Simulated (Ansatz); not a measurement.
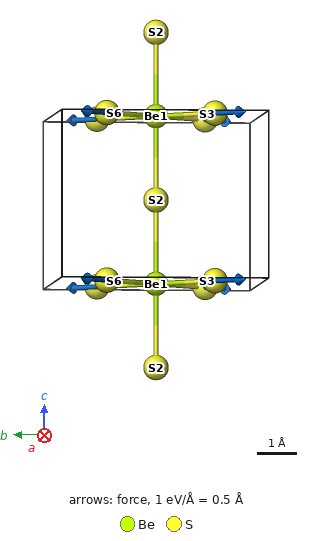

Starting geometry of solid BeS₅ (a generated structure, set up in P4/mmm) (coarse preliminary run) with the computed forces as blue arrows. The picture is a ball-and-stick view of the cell of the calculation, seen from a free direction.

The calculation used DFT PBE, scalar-relativistic, plane waves, PAW in Ansatz 0.2.0.

Input
```yaml
crystal:
  lattice:
    - [5.35323232, 0.0, 0.0]
    - [0.0, 5.35323232, 0.0]
    - [0.0, 0.0, 4.32670268]
  atoms:
    - { symbol: Be, position: [0.5, 0.5, 0.0] }
    - { symbol: S, position: [0.5, 0.5, 0.5] }
    - { symbol: S, position: [0.23864296, 0.23864296, 0.0] }
    - { symbol: S, position: [0.76135704, 0.76135704, 0.0] }
    - { symbol: S, position: [0.76135704, 0.23864296, 0.0] }
    - { symbol: S, position: [0.23864296, 0.76135704, 0.0] }
basis:
  ecutwfc: 420
kpoints:
  mp_grid: { grid: [4, 4, 4] }
hamiltonian:
  xc: pbe
scf:
  occupations: { method: gaussian, width: 0.1 }
  lower_state_search: "off"
output:
  forces: true
  stress: true
  eigenvalues: true
relax:
  adjacent_minimum: "off"
  f_tol: 0.04
  max_steps: 70
  cell: { stress_tol: 0.4 }
```

Command:
```bash
ansatz run input.yaml --threads 1 --pin off --max-ram 2560MiB --backend cpu --events-out ev --progress --plain --runs-dir out
```

Question: Is this structure relaxed? If not, where do the atoms go?

Answer: It isn't relaxed: the largest force vector, on S atoms, is 2.10 eV/Å. The atoms end up moving mostly along the starting forces (cosine between the two patterns 1.00). The largest moves relative to the cell, 1.01 Å, are those of S3, S4, S5 and S6. S4 goes along [1 1 0]. Be stays in place. The drawn cell changes as follows: a = b 5.353 → 7.449 Å (+39.1 %), c 4.327 → 3.698 Å (−14.5 %); the volume changes by +65.5 %. Among the contacts that change: S3–S5 2.798 → 5.319 Å, Be1–S3 1.979 → 3.761 Å, S2–S3 2.932 → 4.191 Å, S3–S5 (another image) 2.555 → 2.130 Å. Bonds break: Be1–S3 (1.98 → 3.76 Å), Be1–S4 (1.98 → 3.76 Å), Be1–S5 (1.98 → 3.76 Å), Be1–S6 (1.98 → 3.76 Å). The space group stays P4/mmm (No. 123). After 15 accepted moves (17 points after the start) the energy has fallen by 394 meV per atom. Largest force component: 1.5 eV/Å at the start, 0.0052 eV/Å at the end. The pressure goes from 4.13 to 0.05 GPa. At 2 points the geometry stayed and the basis and grid were re-selected for the new cell (energy shift of 12.2 meV per atom at most each time).
